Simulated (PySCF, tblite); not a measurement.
# C6H11NO: a rotation path, then NMR shifts on frames

Aim: move C6H11NO (`CN(C)C(=O)C1CC1`) away from its starting geometry and see how NMR shifts follow the geometry.

Programs: tblite 0.8.0 and PySCF 2.14.0, with density-fitted response routines of our own. Each step states its level of theory. These are calculated values for one molecule in the gas phase, unless marked as measured. Atoms count from 0, in the outputs and in this text.

## Step 1: Starting geometry

19 atoms, charge 0, multiplicity 1; geometry from: GFN2-xTB.

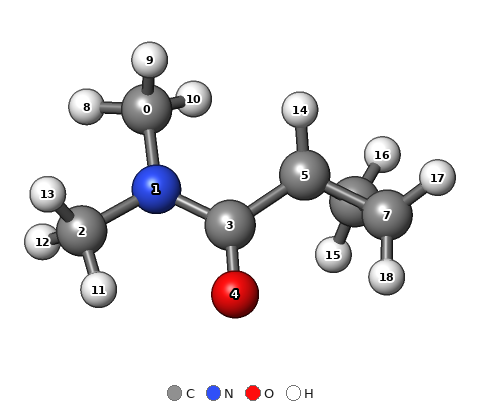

The starting geometry (carbon grey, nitrogen blue, oxygen red, hydrogen white), atoms numbered.

## Step 2: The rotation path with GFN2-xTB

Job settings and geometry (Å):

```
{"job": {"kind": "neb", "xc": "GFN2-xTB", "basis": "xTB", "atoms": [1, 3, 5, 7], "turn": 120}, "charge": 0, "multiplicity": 1}
C     -1.054691     0.950687     1.286154
N     -1.186695     0.025134     0.187721
C     -2.535008    -0.287012    -0.227157
C     -0.143482    -0.587527    -0.428542
O     -0.303510    -1.317383    -1.390465
C      1.214110    -0.293551     0.134653
C      2.126741     0.584443    -0.685395
C      2.396478    -0.878611    -0.580879
H     -1.927883     1.602407     1.300662
H     -0.999533     0.430133     2.248536
H     -0.168238     1.571295     1.165458
H     -2.475595    -0.994058    -1.052272
H     -3.050818     0.616021    -0.561406
H     -3.095249    -0.734738     0.597369
H      1.266477    -0.209849     1.211769
H      1.741005     0.962314    -1.620397
H      2.772321     1.275664    -0.163261
H      3.234782    -1.212967     0.010507
H      2.178985    -1.493152    -1.440517
```

With the program's defaults for keys left out, this is: GFN2-xTB climbing-image nudged elastic band, gas phase.

The run is started by

```sh
$ OMP_NUM_THREADS=1 python probes_run.py task.json out
```

One launch serves the whole session: the jobs run in the order shown.

Output:

```text
image   E - E0 / eV
  0      -0.0000
  1       0.0060
  2       0.0422
  3       0.1142
  4       0.2223
  5       0.2910
  6       0.2744
  7       0.2404
  8       0.2208
```

It took 7.2 s on 1 thread of Arm Neoverse N1, shared host; peak memory 0.19 GiB.

The final band, with the dihedral N1–C3–C5–C7:

| image | dihedral (°) | energy (eV) | energy (kcal/mol) |
| --- | --- | --- | --- |
| 0 | -176 | 0.000 | 0.0 |
| 1 | -160 | 0.006 | 0.1 |
| 2 | -145 | 0.042 | 1.0 |
| 3 | -131 | 0.114 | 2.6 |
| 4 | -119 | 0.222 | 5.1 |
| 5 | -104 | 0.291 | 6.7 |
| 6 | -83 | 0.274 | 6.3 |
| 7 | -61 | 0.240 | 5.5 |
| 8 | -46 | 0.221 | 5.1 |

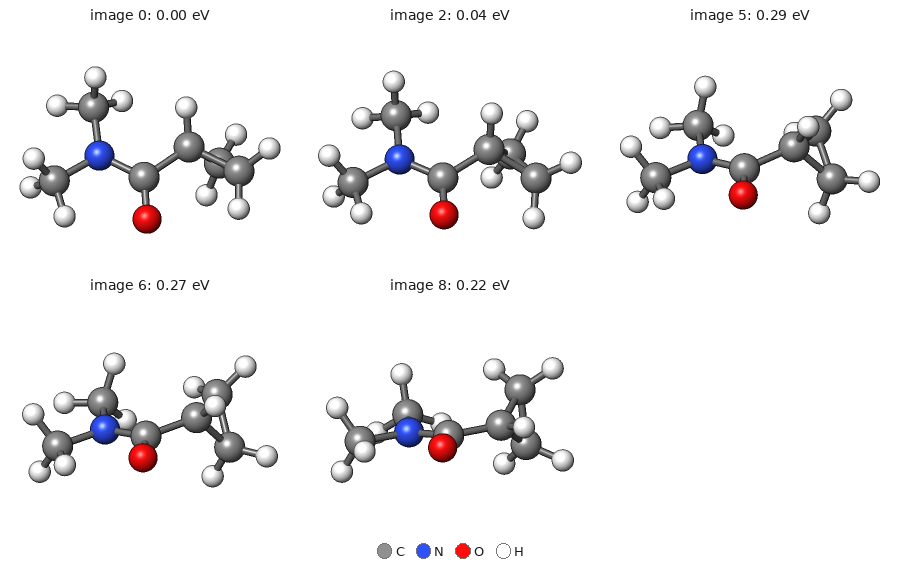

Images along the band.

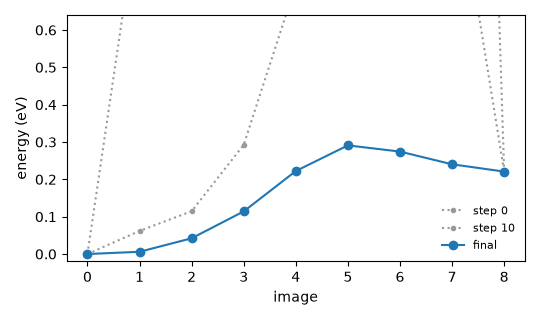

Energy along the band, early and final.

## Step 3: Nuclear shieldings: image 0, PBE0/pcSseg-1

Job settings and geometry (Å):

```
{"job": {"kind": "nmr", "xc": "PBE0", "basis": "pcSseg-1", "pop": false}, "charge": 0, "multiplicity": 1}
C     -1.054700     0.950700     1.286200
N     -1.186700     0.025100     0.187700
C     -2.535000    -0.287000    -0.227200
C     -0.143500    -0.587500    -0.428500
O     -0.303500    -1.317400    -1.390500
C      1.214100    -0.293600     0.134700
C      2.126700     0.584400    -0.685400
C      2.396500    -0.878600    -0.580900
H     -1.927900     1.602400     1.300700
H     -0.999500     0.430100     2.248500
H     -0.168200     1.571300     1.165500
H     -2.475600    -0.994100    -1.052300
H     -3.050800     0.616000    -0.561400
H     -3.095200    -0.734700     0.597400
H      1.266500    -0.209800     1.211800
H      1.741000     0.962300    -1.620400
H      2.772300     1.275700    -0.163300
H      3.234800    -1.213000     0.010500
H      2.179000    -1.493200    -1.440500
```

With the program's defaults for keys left out, this is: GIAO PBE0/pcSseg-1 NMR shielding, non-relativistic, gas phase.

Output:

```text
coarse grid: 15488 points
cycle   1  E = -364.5442783194  dE =  1.290e+00  |g| = 8.501e-01  |ddm| = 3.776e+00
cycle   2  E = -364.0302084662  dE =  5.141e-01  |g| = 1.818e+00  |ddm| = 2.599e+00
cycle   3  E = -364.6838266406  dE = -6.536e-01  |g| = 1.890e-01  |ddm| = 2.037e+00
cycle   4  E = -364.6911319506  dE = -7.305e-03  |g| = 8.065e-02  |ddm| = 2.204e-01
cycle   5  E = -364.6925276497  dE = -1.396e-03  |g| = 1.824e-02  |ddm| = 6.281e-02
cycle   6  E = -364.6925893549  dE = -6.171e-05  |g| = 6.649e-03  |ddm| = 1.582e-02
cycle   7  E = -364.6925978945  dE = -8.540e-06  |g| = 1.403e-03  |ddm| = 5.268e-03
final grid: 148544 points
cycle   8  E = -364.7496345440  dE = -3.380e-05  |g| = 1.345e-02  |ddm| = 3.196e-02
cycle   9  E = -364.7495537601  dE =  8.078e-05  |g| = 2.448e-02  |ddm| = 2.952e-02
cycle  10  E = -364.7496709324  dE = -1.172e-04  |g| = 3.343e-03  |ddm| = 2.071e-02
cycle  11  E = -364.7496732286  dE = -2.296e-06  |g| = 2.658e-04  |ddm| = 2.528e-03
cycle  12  E = -364.7496732395  dE = -1.087e-08  |g| = 1.551e-04  |ddm| = 4.161e-04
cycle  13  E = -364.7496732448  dE = -5.331e-09  |g| = 3.416e-05  |ddm| = 1.510e-04
cycle  14  E = -364.7496732450  dE = -2.170e-10  |g| = 1.144e-05  |ddm| = 2.928e-05
converged SCF energy = -364.7496732450

GIAO shielding tensors (ppm)
atom      isotropic    diamagn.    paramagn.     s11        s22        s33       span
  0 C      149.646     247.579     -97.933    129.579    136.778    182.581     53.001
  1 N      152.797     333.679    -180.883     43.356    169.428    245.606    202.250
  2 C      151.316     244.423     -93.107    126.821    142.306    184.820     57.999
  3 C       13.194     246.960    -233.766    -66.272     16.277     89.578    155.850
  4 O      -54.471     402.444    -456.915   -331.443   -176.730    344.759    676.203
  5 C      171.788     252.112     -80.324    138.307    161.011    216.047     77.740
  6 C      177.461     251.473     -74.012    150.523    175.770    206.090     55.567
  7 C      180.888     254.005     -73.117    153.928    178.283    210.453     56.525
  8 H       29.030      30.666      -1.635     24.425     27.703     34.963     10.538
  9 H       28.516      30.777      -2.261     24.614     26.034     34.900     10.286
 10 H       28.089      32.373      -4.284     22.858     29.385     32.024      9.166
 11 H       26.821      30.045      -3.224     21.192     27.819     31.453     10.261
 12 H       29.524      29.439       0.084     24.613     27.589     36.370     11.757
 13 H       29.360      28.826       0.534     24.527     27.151     36.403     11.875
 14 H       30.408      33.921      -3.513     23.104     30.416     37.704     14.600
 15 H       31.310      31.315      -0.005     26.227     28.337     39.365     13.138
 16 H       30.998      30.585       0.413     25.761     26.284     40.950     15.189
 17 H       31.121      30.320       0.801     25.113     26.788     41.461     16.348
 18 H       30.200      31.445      -1.245     24.070     27.673     38.858     14.789
```

It took 49 s on 1 thread of Arm Neoverse N1, shared host; peak memory 0.86 GiB.

Shifts follow as δ = σ(reference) − σ, with reference shieldings (ppm) from runs at the same level and on the same kind of geometry: 1H TMS 31.72, 13C TMS 186.9, 15N NH3 267.7, 17O H2O 336.1. The references are single molecules in the gas phase, so shifts against H2O, NH3, PH3, H3PO4 or CFCl3 are not on the usual liquid scales and can be off by tens of ppm. Each atom is listed at this fixed geometry, with no averaging over motion; a spectrum would average atoms that exchange fast.

| atoms | environment | σ (ppm) | δ (ppm) |
| --- | --- | --- | --- |
| C3 | amide carbonyl carbon | 13.2 | 173.7 |
| C0 | methyl carbon bonded to N | 149.6 | 37.3 |
| C2 | methyl carbon bonded to N | 151.3 | 35.6 |
| C5 | three-membered-ring carbon | 171.8 | 15.1 |
| C6 | three-membered-ring carbon | 177.5 | 9.5 |
| C7 | three-membered-ring carbon | 180.9 | 6.0 |
| H11 | hydrogen on a methyl carbon bonded to N | 26.82 | 4.90 |
| H10 | hydrogen on a methyl carbon bonded to N | 28.09 | 3.63 |
| H9 | hydrogen on a methyl carbon bonded to N | 28.52 | 3.20 |
| H8 | hydrogen on a methyl carbon bonded to N | 29.03 | 2.69 |
| H13 | hydrogen on a methyl carbon bonded to N | 29.36 | 2.36 |
| H12 | hydrogen on a methyl carbon bonded to N | 29.52 | 2.19 |
| H18 | hydrogen on a three-membered-ring carbon | 30.20 | 1.52 |
| H14 | hydrogen on a three-membered-ring carbon | 30.41 | 1.31 |
| H16 | hydrogen on a three-membered-ring carbon | 31.00 | 0.72 |
| H17 | hydrogen on a three-membered-ring carbon | 31.12 | 0.60 |
| H15 | hydrogen on a three-membered-ring carbon | 31.31 | 0.41 |
| N1 | amide-type nitrogen | 152.8 | 114.9 |
| O4 | amide-type carbonyl oxygen | -54.5 | 390.6 |

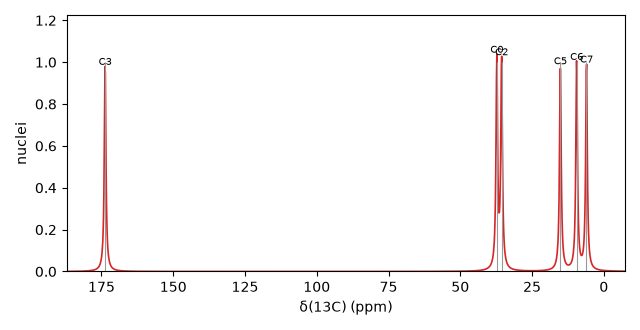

13C lines at the computed shifts, without couplings. Lines are broadened to a width of 0.67 ppm (Lorentzian).

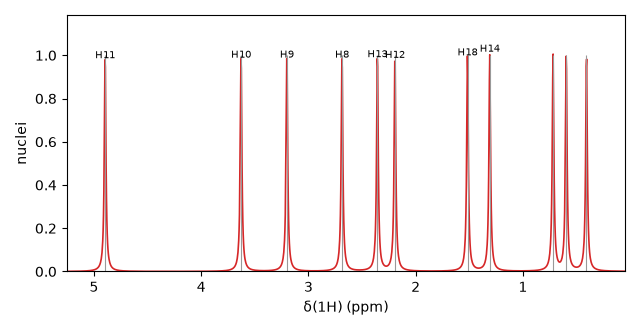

1H lines at the computed shifts, without couplings. Lines are broadened to a width of 0.02 ppm (Lorentzian).

Ring of atoms C5, C6, C7: NICS(0) -44.4, NICS(1) -8.7, NICS(1)zz -22.9 ppm (means of both faces).

In rings of three or four atoms NICS is ruled by the nearby σ bonds, so it says little on aromaticity.

## Step 4: Nuclear shieldings: image 2, PBE0/pcSseg-1

Job settings and geometry (Å):

```
{"job": {"kind": "nmr", "xc": "PBE0", "basis": "pcSseg-1", "pop": false}, "charge": 0, "multiplicity": 1}
C     -0.941200     1.066800     1.065600
N     -1.150600    -0.023800     0.145300
C     -2.523100    -0.298800    -0.212600
C     -0.166700    -0.833700    -0.317600
O     -0.390600    -1.751800    -1.084400
C      1.219400    -0.525100     0.183400
C      1.974700     0.654900    -0.361200
C      2.372400    -0.734700    -0.748500
H     -1.739400     1.796300     0.929600
H     -0.958400     0.723600     2.105200
H      0.010700     1.556900     0.875200
H     -2.533500    -1.179500    -0.851600
H     -2.952000     0.546900    -0.755400
H     -3.120600    -0.489800     0.681600
H      1.358900    -0.769400     1.230500
H      1.491100     1.271300    -1.104800
H      2.611900     1.205800     0.316400
H      3.292100    -1.140400    -0.356700
H      2.134900    -1.066200    -1.747500
```

With the program's defaults for keys left out, this is: GIAO PBE0/pcSseg-1 NMR shielding, non-relativistic, gas phase.

Output:

```text
coarse grid: 15488 points
cycle   1  E = -364.5392284206  dE =  1.294e+00  |g| = 8.529e-01  |ddm| = 3.778e+00
cycle   2  E = -364.0248166116  dE =  5.144e-01  |g| = 1.820e+00  |ddm| = 2.558e+00
cycle   3  E = -364.6798643163  dE = -6.550e-01  |g| = 1.929e-01  |ddm| = 1.994e+00
cycle   4  E = -364.6875061826  dE = -7.642e-03  |g| = 8.126e-02  |ddm| = 2.249e-01
cycle   5  E = -364.6889045107  dE = -1.398e-03  |g| = 1.954e-02  |ddm| = 6.402e-02
cycle   6  E = -364.6889766835  dE = -7.217e-05  |g| = 6.687e-03  |ddm| = 1.714e-02
cycle   7  E = -364.6889853182  dE = -8.635e-06  |g| = 1.481e-03  |ddm| = 5.371e-03
final grid: 148544 points
cycle   8  E = -364.7459510447  dE = -3.244e-05  |g| = 1.392e-02  |ddm| = 3.464e-02
cycle   9  E = -364.7458579603  dE =  9.308e-05  |g| = 2.600e-02  |ddm| = 3.118e-02
cycle  10  E = -364.7459898181  dE = -1.319e-04  |g| = 3.314e-03  |ddm| = 2.179e-02
cycle  11  E = -364.7459921092  dE = -2.291e-06  |g| = 2.697e-04  |ddm| = 2.478e-03
cycle  12  E = -364.7459921207  dE = -1.157e-08  |g| = 1.476e-04  |ddm| = 4.062e-04
cycle  13  E = -364.7459921255  dE = -4.707e-09  |g| = 3.752e-05  |ddm| = 1.408e-04
cycle  14  E = -364.7459921257  dE = -2.708e-10  |g| = 1.132e-05  |ddm| = 3.269e-05
converged SCF energy = -364.7459921257

GIAO shielding tensors (ppm)
atom      isotropic    diamagn.    paramagn.     s11        s22        s33       span
  0 C      150.184     247.785     -97.601    131.300    135.857    183.396     52.096
  1 N      148.804     333.465    -184.661     37.895    169.050    239.467    201.572
  2 C      151.580     244.347     -92.768    127.232    142.528    184.979     57.747
  3 C       14.093     246.350    -232.258    -69.516     24.084     87.710    157.225
  4 O      -80.887     401.722    -482.609   -375.035   -197.323    329.699    704.734
  5 C      169.548     252.418     -82.871    137.465    158.960    212.218     74.753
  6 C      178.037     251.859     -73.822    150.542    177.141    206.427     55.885
  7 C      179.666     255.018     -75.352    152.816    178.168    208.015     55.199
  8 H       29.110      30.971      -1.861     24.510     27.705     35.117     10.607
  9 H       28.665      30.919      -2.255     24.915     25.964     35.114     10.199
 10 H       27.670      32.854      -5.184     21.494     29.644     31.874     10.380
 11 H       26.897      29.935      -3.038     21.392     27.689     31.609     10.217
 12 H       29.522      29.412       0.111     24.537     27.660     36.370     11.833
 13 H       29.445      28.691       0.754     24.682     27.239     36.414     11.733
 14 H       30.515      32.410      -1.895     24.602     28.399     38.544     13.942
 15 H       31.386      31.965      -0.579     26.950     28.312     38.895     11.944
 16 H       30.974      30.792       0.182     25.874     26.567     40.481     14.607
 17 H       30.966      30.363       0.604     25.221     26.647     41.031     15.809
 18 H       30.609      31.618      -1.009     25.136     27.818     38.874     13.738
```

Wall time 49 s (1 thread of Arm Neoverse N1, shared host); peak memory 0.88 GiB.

This run: δ C3 172.8, C0 36.7, C2 35.3, C5 17.4, H11 4.82, H10 4.05 ppm.

(Part 1 of 2 ends here.)
